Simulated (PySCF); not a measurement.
```xyz
2

Cu    0.0000    0.0000   -0.0235
H     0.0000    0.0000    1.4705
```

Method: PBE0/def2-TZVPPD, non-relativistic Hamiltonian with scalar-relativistic core potentials where named, at a bond length of 1.494 Å (PySCF).

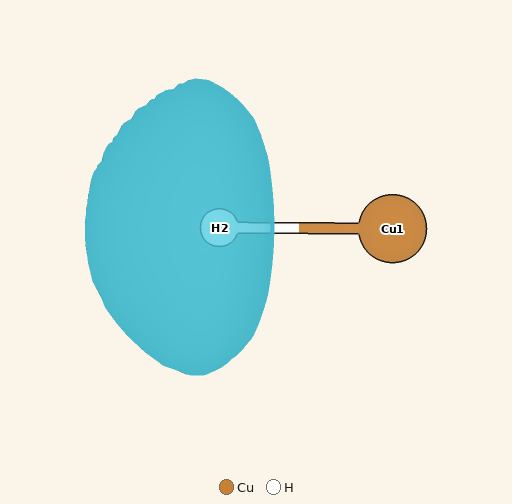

CuH (charge +1, doublet). Isosurface of the electron localisation function at 0.75 (cyan), seen from one side. Only the valence region is drawn (cores and ρ < 0.01 e/Å³ removed).

### Where are the electrons localised?

The surface consists of one region around a hydrogen nucleus. Profiles from the grid: Cu–H (1.49 Å): the ELF climbs to about 1 towards the hydrogen.
